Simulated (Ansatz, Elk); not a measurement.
## How far do independent atoms describe BaHfMgSn?

The structure of BaHfMgSn used here is made up (a known structure type with other elements) and was relaxed beforehand with PBEsol. The aim is the Fourier transform of its all-electron density, F(hkl), set beside the sum over free spherical atoms that refinements use.

Program: Elk 11.2.3 (patched build). Level of theory: DFT, PBE, all-electron APW+lo, Dirac cores, scalar-relativistic bands, static density, no spin. Results are calculated unless marked as measured.

The structure was built from a prototype and need not be the compound's stable phase.

### Step 1. The starting structure

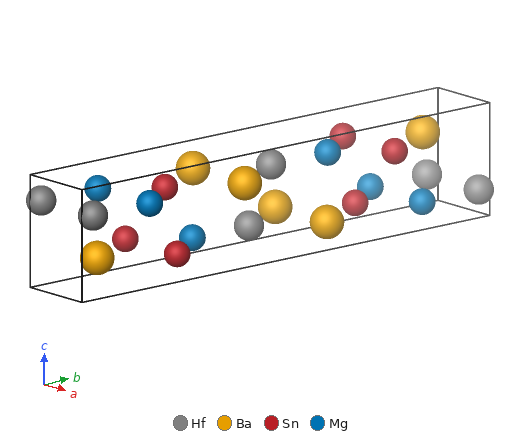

The cell as given, from a free direction (hafnium grey, barium orange, tin red, magnesium blue). This picture shows the conventional cell, with its axes. Some periodic images of atoms are drawn too.

### Step 2. Ground state and structure factors

An all-electron density is needed, since X-rays see the cores too. Task 0 finds the density and task 195 Fourier-transforms it; tshift is off so that phases refer to the origin typed.

Contents of elk.in:

```
tasks
  0
  195

xctype
  20

spinpol
  .false.

rgkmax
  7.0

gmaxvr
  14.0

lmaxo
  7

lmaxapw
  8

swidth
  0.002

tshift
  .false.

ramdisk
  .false.

hmaxvr
  5.5

maxscl
  120

epspot
  1e-06

sppath
  './'

avec
  3.38157667137 -22.79053460510 -0.00000000000
  3.38157667137 22.79053460510 -0.00000000000
  -0.00000000000 0.00000000000 9.88471482934

atoms
  4
  'Hf.in'
  2
  0.9730280053 0.0269719947 0.7500000000   0.000000 0.000000 0.000000
  0.0269719947 0.9730280053 0.2500000000   0.000000 0.000000 0.000000
  'Ba.in'
  2
  0.6007653449 0.3992346551 0.7500000000   0.000000 0.000000 0.000000
  0.3992346551 0.6007653449 0.2500000000   0.000000 0.000000 0.000000
  'Sn.in'
  2
  0.7667013887 0.2332986113 0.2500000000   0.000000 0.000000 0.000000
  0.2332986113 0.7667013887 0.7500000000   0.000000 0.000000 0.000000
  'Mg.in'
  2
  0.1658852829 0.8341147171 0.2500000000   0.000000 0.000000 0.000000
  0.8341147171 0.1658852829 0.7500000000   0.000000 0.000000 0.000000

ngridk
  6 6 5
```

Run with:

```console
$ OMP_NUM_THREADS=4 elk
```

Numbers of over 12 decimals in the logs are rounded to 6 here.

What it wrote:

```text
┌─────────────────────────┐
│ Elk code version 11.2.3 │
└─────────────────────────┘

All units are atomic (Hartree, Bohr, etc.)

┌─────────────────────────────────────────────────┐
│ Ground-state run starting from atomic densities │
└─────────────────────────────────────────────────┘

Lattice vectors :
   3.381576671      -22.79053461      -0.000000000
   3.381576671       22.79053461      -0.000000000
  -0.000000000       0.000000000       9.884714829

Reciprocal lattice vectors :
  0.9290319158     -0.1378463782       0.000000000
  0.9290319158      0.1378463782       0.000000000
   0.000000000       0.000000000      0.6356465933

Unit cell volume      :    1523.589222
Brillouin zone volume :   0.1628064900

Muffin-tin inner radius fraction :   0.1000000000E-01

Nuclei treated as point charges

Species : 1 (Hf)
 parameters loaded from : Hf.in
 name : hafnium
 nuclear charge    :   -72.00000000
 electronic charge :    72.00000000
 atomic mass :    325367.3659
 muffin-tin radius :    2.735104880
 number of radial points in muffin-tin :   1393
 inner part over the whole radius :   0.9892708359E-02
 number on inner part of muffin-tin    :    998
 approximate nuclear radius :   0.1000320365E-03
 number of mesh points to nuclear radius :    519
 atomic positions (lattice), magnetic fields (Cartesian) :
  1 :  -0.02697199  0.02697199 -0.25000000    0.00000000  0.00000000  0.00000000
  2 :   0.02697199 -0.02697199  0.25000000    0.00000000  0.00000000  0.00000000

Species : 2 (Ba)
 parameters loaded from : Ba.in
 name : barium
 nuclear charge    :   -56.00000000
 electronic charge :    56.00000000
 atomic mass :    250331.8071
 muffin-tin radius :    2.800000000
 number of radial points in muffin-tin :   1393
 inner part over the whole radius :   0.9950032293E-02
 number on inner part of muffin-tin    :    996
 approximate nuclear radius :   0.9171481901E-04
 number of mesh points to nuclear radius :    504
 atomic positions (lattice), magnetic fields (Cartesian) :
  1 :  -0.39923466  0.39923466 -0.25000000    0.00000000  0.00000000  0.00000000
  2 :   0.39923466 -0.39923466  0.25000000    0.00000000  0.00000000  0.00000000

Species : 3 (Sn)
 parameters loaded from : Sn.in
 name : tin
 nuclear charge    :   -50.00000000
 electronic charge :    50.00000000
 atomic mass :    216395.0922
 muffin-tin radius :    2.600000000
 number of radial points in muffin-tin :   1193
 inner part over the whole radius :   0.9914297220E-02
 number on inner part of muffin-tin    :    850
 approximate nuclear radius :   0.8828114845E-04
 number of mesh points to nuclear radius :    428
 atomic positions (lattice), magnetic fields (Cartesian) :
  1 :  -0.23329861  0.23329861  0.25000000    0.00000000  0.00000000  0.00000000
  2 :   0.23329861 -0.23329861 -0.25000000    0.00000000  0.00000000  0.00000000

Species : 4 (Mg)
 parameters loaded from : Mg.in
 name : magnesium
 nuclear charge    :   -12.00000000
 electronic charge :    12.00000000
 atomic mass :    44305.30466
 muffin-tin radius :    2.200000000
 number of radial points in muffin-tin :    793
 inner part over the whole radius :   0.9941530515E-02
 number on inner part of muffin-tin    :    552
 approximate nuclear radius :   0.5710277704E-04
 number of mesh points to nuclear radius :    241
 atomic positions (lattice), magnetic fields (Cartesian) :
  1 :   0.16588528 -0.16588528  0.25000000    0.00000000  0.00000000  0.00000000
  2 :  -0.16588528  0.16588528 -0.25000000    0.00000000  0.00000000  0.00000000

Total number of atoms per unit cell :    8
Total muffin-tin volume :    591.7652125
 ratio of muffin-tin to unit cell volume :   0.3884020733

Spin treatment :
 spin-unpolarised

Number of Bravais lattice symmetries :    8
Number of crystal symmetries         :    8
Crystal has inversion symmetry
Real symmetric eigensolver will be used

k-point grid :      6     6     5
k-point offset :    0.000000000       0.000000000       0.000000000
k-point set is reduced with full crystal symmetry group
[...]
correlation                 :     -21.096169894531
 electron entropic           :    -0.21776897370251E-02
 total energy                :     -59234.466400093

Density of states at Fermi energy :    166.8921744
 (states/Hartree/unit cell)

Estimated indirect band gap :   0.4948102798E-03
 from k-point 10 to k-point 31
Estimated direct band gap   :   0.6378227253E-02
 at k-point 1

Charges :
 core                        :    228.0000000
 valence                     :    152.0000000
 interstitial                :    15.19666911
 muffin-tins (core leakage)
  species : 1 (Hf)
[...]
species : 2 (Ba)
[...]
species : 3 (Sn)
[...]
species : 4 (Mg)
[...]
total in muffin-tins        :    364.8033309
 total calculated charge     :    379.9995585
 total charge                :    380.0000000
 error                       :   0.4415297303E-03

RMS change in Kohn-Sham potential (target) :   0.3827661711     (  0.1000000000E-05)
Absolute change in total energy (target)   :   0.4447690589     (  0.1000000000E-03)

[... loops 3 to 17 left out ...]

┌──────────────────┐
│ Loop number : 18 │
└──────────────────┘

Energies :
 Fermi                       :     0.241348
 sum of occupied eigenvalues :     -36168.091063253
 electron kinetic            :      64565.798950262
 core electron kinetic       :      62352.881102196
 Coulomb                     :     -122418.71038844
 Coulomb potential           :     -98930.852656204
 nuclear-nuclear             :     -4663.2136734410
 electron-nuclear            :     -136666.81776355
 Hartree                     :      18911.321048553
 Madelung                    :     -72953.284060341
 xc potential                :     -1803.0373573111
 exchange                    :     -1359.1490914959
 correlation                 :     -21.091600196924
 electron entropic           :    -0.22960875521596E-02
 total energy                :     -59233.154425961

Density of states at Fermi energy :    174.6601586
 (states/Hartree/unit cell)

Estimated indirect band gap :   0.7064922341E-03
 from k-point 21 to k-point 20
Estimated direct band gap   :   0.5027996000E-02
 at k-point 10

Charges :
 core                        :    228.0000000
 valence                     :    152.0000000
 interstitial                :    14.88118291
 muffin-tins (core leakage)
  species : 1 (Hf)
[...]
species : 2 (Ba)
[...]
species : 3 (Sn)
[...]
species : 4 (Mg)
[...]
total in muffin-tins        :    365.1188171
 total calculated charge     :    379.9996393
 total charge                :    380.0000000
 error                       :   0.3607060423E-03

RMS change in Kohn-Sham potential (target) :   0.3107147098E-06 (  0.1000000000E-05)
Absolute change in total energy (target)   :   0.4505187098E-04 (  0.1000000000E-03)

Convergence targets achieved

┌──────────────────┐
│ Loop number : 19 │
└──────────────────┘

Energies :
 Fermi                       :     0.241348
 sum of occupied eigenvalues :     -36168.090985621
 electron kinetic            :      64565.799002861
 core electron kinetic       :      62352.881137822
 Coulomb                     :     -122418.71039645
 Coulomb potential           :     -98930.852727777
 nuclear-nuclear             :     -4663.2136734410
 electron-nuclear            :     -136666.81770185
 Hartree                     :      18911.320978842
 Madelung                    :     -72953.284032564
 xc potential                :     -1803.0372607051
 exchange                    :     -1359.1490911586
 correlation                 :     -21.091600153900
 electron entropic           :    -0.22960858098576E-02
 total energy                :     -59233.154380990

Density of states at Fermi energy :    174.6599835
 (states/Hartree/unit cell)

Estimated indirect band gap :   0.7064931503E-03
 from k-point 21 to k-point 20
Estimated direct band gap   :   0.5027953874E-02
 at k-point 10

Charges :
 core                        :    228.0000000
 valence                     :    152.0000000
 interstitial                :    14.88118300
 muffin-tins (core leakage)
  species : 1 (Hf)
[...]
species : 2 (Ba)
[...]
species : 3 (Sn)
[...]
atom 2                    :    48.14620113     (  0.6607702488E-04)
  species : 4 (Mg)
   atom 1                    :    10.48667374     ( -0.9828258873E-07)
   atom 2                    :    10.48667374     ( -0.9828258873E-07)
 total in muffin-tins        :    365.1188170
 total calculated charge     :    379.9996393
 total charge                :    380.0000000
 error                       :   0.3607062939E-03

┌──────────────────────────────┐
│ Self-consistent loop stopped │
└──────────────────────────────┘

Wrote STATE.OUT
```

Run time: 3.2 min. Hardware: 4 threads of Intel Xeon Platinum 8488C (Sapphire Rapids), shared host; peak memory 0.58 GiB; 10 min of CPU time.

SFACRHO.OUT:

```text

h k l indices transformed by vhmat matrix:
   1.000000000       0.000000000       0.000000000    
   0.000000000       1.000000000       0.000000000    
   0.000000000       0.000000000       1.000000000    

      h      k      l  multipl.   |H|            Re(F)            Im(F)           |F|

      0      0      0      1   0.0000000       380.00000      0.26396664E-16   380.00000    
     -1      1      0      2  0.27569276       59.390711     -0.79290180E-14   59.390711    
     -2      2      0      2  0.55138551       96.704251     -0.17179539E-13   96.704251    
      0      0      1      2  0.63564659     -0.55396051E-13  0.39645090E-14  0.55537733E-13
     -1      1      1      2  0.69285863      -53.745422      0.10572024E-13   53.745422    
     -1      1     -1      2  0.69285863       53.745422     -0.10572024E-13   53.745422    
      3     -3      0      2  0.82707827      -61.694697     -0.32954981E-13   61.694697    
      2     -2      1      2  0.84147048      -45.478801     -0.17179539E-13   45.478801    
     -2      2      1      2  0.84147048       45.478801     -0.15197284E-13   45.478801    
      0      1      0      4  0.93920281       68.774498     -0.52860120E-14   68.774498    
      1     -2      0      4   1.0169144       97.028158     -0.24778181E-14   97.028158    
     -3      3      1      2   1.0431227       115.10468      0.39645090E-14   115.10468    
      3     -3      1      2   1.0431227      -115.10468      0.92505210E-14   115.10468    
      4     -4      0      2   1.1027710       107.40007      0.25108557E-13   107.40007    
      1      0     -1      4   1.1340849       8.2325523     -0.11232775E-13   8.2325523    
      1      0      1      4   1.1340849      -8.2325523      0.10572024E-13   8.2325523    
      2     -3      0      4   1.1567804       225.88307     -0.11893527E-13   225.88307    
      1     -2     -1      4   1.1992337       226.31627      -0.0000000       226.31627
```

Elk indexes on the primitive cell of elk.in and gives |H| = 4π sin θ/λ in inverse bohr. Below, one row stands for each form hkl of the conventional cell (m members, Friedel mates merged), F is for one primitive cell and the density is static (no thermal factor). Free-atom factors are Waasmaier and Kirfel's, and R is Σm||F|−|F'||/Σm|F|.

```csv
hkl,m,sin θ/λ (Å⁻¹),"abs F, DFT",neutral atoms,diff.
020,2,0.042,59.391,59.205,+0.186
040,2,0.083,96.704,96.875,-0.171
001,2,0.096,0.000,0.000,+0.000
021,4,0.104,53.745,53.245,+0.501
060,2,0.124,61.695,61.486,+0.208
041,4,0.127,45.479,45.691,-0.212
110,4,0.141,68.775,68.818,-0.044
130,4,0.153,97.028,97.118,-0.090
061,4,0.157,115.105,115.394,-0.289
080,2,0.166,107.400,107.256,+0.144
111,8,0.171,8.233,8.421,-0.188
150,4,0.174,225.883,226.123,-0.240
131,8,0.180,226.316,226.508,-0.192
002,2,0.191,311.785,312.608,-0.823
081,4,0.191,280.308,281.219,-0.911
022,4,0.196,53.752,54.274,-0.522
151,8,0.199,3.892,3.938,-0.046
170,4,0.201,25.354,25.533,-0.179
```

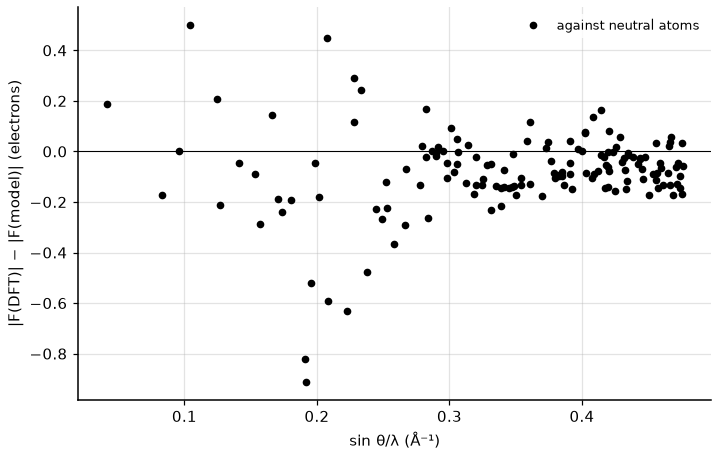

Difference between the calculated structure factors and the independent-atom ones.

### Step 3. The highest occupied states alone

An energy window below the Fermi level keeps the highest occupied states, to see at which angles they scatter; shallow core shells can lie inside it and anion s states outside. No new self-consistency is needed.

Changes to elk.in since step 2:

```diff
@@ -1,3 +1,2 @@
 tasks
-  0
   195
@@ -40,2 +39,5 @@
 
+wsfac
+  -0.199640 0.541350
+
 sppath
```

Run with:

```console
$ OMP_NUM_THREADS=4 elk
```

What it wrote:

```text
┌─────────────────────────────────┐
│ Elk code version 11.2.3 started │
└─────────────────────────────────┘

Info(readinput): the functional depends on the density's gradient
 muffin-tin radial points multiplied by    2.00000
 (not where nrmtscf is given)

┌────────────────────┐
│ Current task : 195 │
└────────────────────┘
Info(checkmt): changed muffin-tin radius of species 1 (Hf) from   2.8000 to   2.7351

Info(sfacrho): density structure factors written to SFACRHO.OUT

 Energy window :  -0.1996400000      0.5413500000

┌──────────────────┐
│ Elk code stopped │
└──────────────────┘
```

Elapsed: 32 s, on 4 threads; peak memory 0.34 GiB; 39 s of CPU time.

States within 12 eV below the Fermi level hold 24.00 electrons; any levels below the window count with the cores. Their amplitudes can exceed the total, where window and core parts have opposite phase:

```csv
hkl,sin θ/λ (Å⁻¹),"abs F, window","abs F, all"
020,0.042,0.978,59.391
040,0.083,6.194,96.704
001,0.096,0.000,0.000
021,0.104,0.802,53.745
060,0.124,0.317,61.695
041,0.127,1.510,45.479
110,0.141,2.222,68.775
130,0.153,0.285,97.028
061,0.157,0.048,115.105
080,0.166,1.095,107.400
```

### Step 4. Another functional

The difference from free atoms is small, so it is set against the change that LDA (Perdew-Wang) makes.

Changes to elk.in since step 3:

```diff
@@ -1,2 +1,3 @@
 tasks
+  0
   195
@@ -4,3 +5,3 @@
 xctype
-  20
+  3
 
@@ -39,5 +40,2 @@
 
-wsfac
-  -0.199640 0.541350
-
 sppath
```

Run with:

```console
$ OMP_NUM_THREADS=4 elk
```

What it wrote:

```text
┌─────────────────────────┐
│ Elk code version 11.2.3 │
└─────────────────────────┘

All units are atomic (Hartree, Bohr, etc.)

┌─────────────────────────────────────────────────┐
│ Ground-state run starting from atomic densities │
└─────────────────────────────────────────────────┘

Lattice vectors :
   3.381576671      -22.79053461      -0.000000000
   3.381576671       22.79053461      -0.000000000
  -0.000000000       0.000000000       9.884714829

Reciprocal lattice vectors :
  0.9290319158     -0.1378463782       0.000000000
[...]
muffin-tins (core leakage)
  species : 1 (Hf)
[...]
species : 2 (Ba)
[...]
species : 3 (Sn)
[...]
species : 4 (Mg)
   atom 1                    :    10.49749933     ( -0.1573064653E-05)
   atom 2                    :    10.49749933     ( -0.1573064653E-05)
 total in muffin-tins        :    365.2627324
 total calculated charge     :    379.9996925
 total charge                :    380.0000000
 error                       :   0.3074668075E-03

┌──────────────────────────────┐
│ Self-consistent loop stopped │
└──────────────────────────────┘

Wrote STATE.OUT
[key lines of the parts left out:]
total energy                :     -59190.378458253
```

Run time: 2.1 min. Hardware: 4 threads; peak memory 0.45 GiB.

Against the first run R = 0.03 %; the largest change is -0.097 at 1 15 0.

### Step 5. Basis size

A smaller basis shows how fast F responds to it; the change is likely larger than the basis error of the first run, but doesn't show convergence.

Changes to elk.in since step 4:

```diff
@@ -5,3 +5,3 @@
 xctype
-  3
+  20
 
@@ -11,3 +11,3 @@
 rgkmax
-  7.0
+  5.5
```

Run with:

```console
$ OMP_NUM_THREADS=4 elk
```

What it wrote:

```text
┌─────────────────────────┐
│ Elk code version 11.2.3 │
└─────────────────────────┘

All units are atomic (Hartree, Bohr, etc.)

┌─────────────────────────────────────────────────┐
│ Ground-state run starting from atomic densities │
└─────────────────────────────────────────────────┘

Lattice vectors :
   3.381576671      -22.79053461      -0.000000000
   3.381576671       22.79053461      -0.000000000
  -0.000000000       0.000000000       9.884714829

Reciprocal lattice vectors :
  0.9290319158     -0.1378463782       0.000000000
[...]
muffin-tins (core leakage)
  species : 1 (Hf)
[...]
species : 2 (Ba)
[...]
species : 3 (Sn)
[...]
species : 4 (Mg)
   atom 1                    :    10.48159426     ( -0.9828258829E-07)
   atom 2                    :    10.48159426     ( -0.9828258829E-07)
 total in muffin-tins        :    364.8834909
 total calculated charge     :    379.9991331
 total charge                :    380.0000000
 error                       :   0.8668633321E-03

┌──────────────────────────────┐
│ Self-consistent loop stopped │
└──────────────────────────────┘

Wrote STATE.OUT
[key lines of the parts left out:]
total energy                :     -59232.944926010
```

Run time: 2.2 min. Hardware: 4 threads; peak memory 0.54 GiB; 6.6 min of CPU time.

Against the first run R = 0.03 %; the largest change is +0.147 at 202.

### Step 6. Settings against the effect

```csv
run,R against the first run (%),"R against neutral atoms, low angle (%)",wall time
"PBE, rgkmax 7",0.00,0.28,3.2 min
LDA (Perdew-Wang),0.03,0.28,2.1 min
rgkmax 5.5,0.03,0.28,2.2 min
```

### Step 7. What came out

```json
{
  "R against neutral atoms, sin θ/λ < 0.3 Å⁻¹": "0.28 %",
  "R against neutral atoms, 0.3 to 0.48 Å⁻¹": "0.12 %"
}
```

What this shows: Independent neutral atoms miss the calculated amplitudes by R = 0.28 % below 0.3 Å⁻¹ and 0.12 % from there to 0.48 Å⁻¹; by shells, 0.38 % below 0.15 Å⁻¹ (6 forms), 0.27 % 0.15 to 0.3 (35 forms), 0.12 % 0.3 to 0.45 (81 forms), 0.13 % above 0.45 (23 forms). Bonding, aspherical density and the tables' own atoms all enter these figures, and the runs don't part them. The largest change of an amplitude is -0.91 electrons, at 081. The window's part falls from 24.0 electrons at the origin to at most 0.20 between 0.45 and 0.48 Å⁻¹. Below 0.3 Å⁻¹ the changes that finished (LDA (Perdew-Wang) and rgkmax 5.5) move F by R = 0.03 % at most, against the 0.28 % that separates it from free atoms. The k-mesh has no finished test. Spin-orbit coupling is left out, which can matter for elements this heavy. Part of the difference isn't bonding: the tables are fits to free atoms and ions calculated by other methods than this functional. Thermal motion, anomalous dispersion and extinction are left out.

[Logs are printed without paths, hosts, clocks, repeated set-up lines and the standing remarks that a program may print on its own settings, such as how far it seeks lower states.]

[Hosts, paths, dates, database ids (printed as entryN), source tags and the programs' standing remarks are cut or masked in the printed files.]
